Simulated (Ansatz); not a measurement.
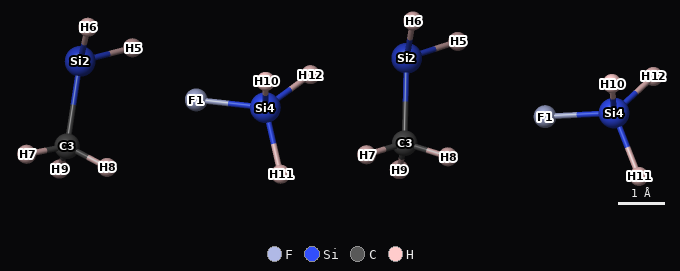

Two geometries of CH8FSi2 (multiplicity 2), drawn at one scale. One is the start of a relaxation, the other its converged end. The picture is a ball-and-stick view, seen from a free direction.

Level of theory: Ansatz 0.2.0, UKS PBE/6-31G*. Settings: collinear spin; force threshold 0.03 eV/Å; at most 50 steps.

Which one is relaxed?

Answer. The right one is the relaxed one. The run prepares an end point of a later path (reaction) calculation, from a guessed geometry. The largest moves after the best rigid fit, 0.44 Å, are those of F1 and H11. Largest moves by element: H 0.44 Å, F 0.44 Å, Si 0.34 Å, C 0.09 Å. Some distances before and after: F1–Si4 1.657 → 1.631 Å. The energy falls by 1.43 kcal/mol in 6 geometry steps. The largest force component goes from 0.83 to 0.019 eV/Å.

Limits of the set-up: the start holds two separate molecules, 2.5 Å apart at their closest, whose relative position is a soft coordinate and is computed without a dispersion correction.
